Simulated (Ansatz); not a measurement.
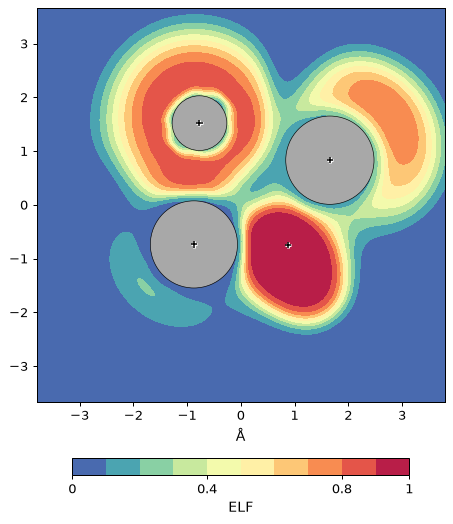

The ELF on a plane through atoms (crosses mark nuclei in the plane; grey discs cover the cores).

Computed with isolated molecule in a Gaussian basis; Kohn-Sham density functional theory, functional PBE0 (Ansatz 0.2.0).

Candidates:
A. H2S2Sn
B. AlCl2GeH2 (doublet)
C. ClCuGeHSi (doublet)

> Which system is this?

Candidate B: AlCl2GeH2 on the plane of atoms Cl2, Ge4 and H6, which holds Al, Cl, Ge and H. Ge–Cl (2.52 Å): the ELF peaks at about 0.85 in the valence shell of Cl, 0.9 Å from its nucleus, and is about 0.50 at the midpoint. Al–Cl (2.26 Å): the ELF peaks at about 0.85 in the valence shell of Cl, 0.9 Å from its nucleus, and is about 0.80 at the midpoint.
